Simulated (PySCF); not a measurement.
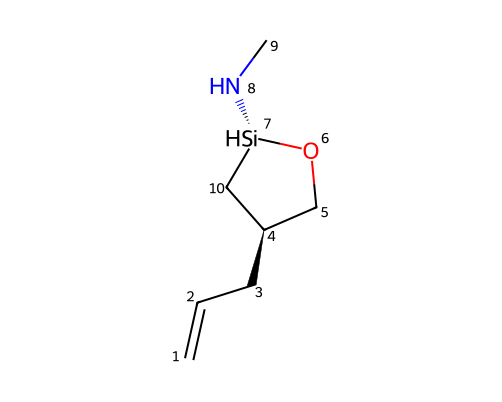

A structural formula, with wedges where it has stereocentres; small numbers name the atoms. The configuration is that of a computed structure (PBE0-D3(BJ)/def2-SVP).

Question: What are the Cahn–Ingold–Prelog descriptors?

Answer: C4: R; Si7: R.

Question: Write the isomeric SMILES.

Answer: C=CC[C@@H]1CO[Si@@H](NC)C1
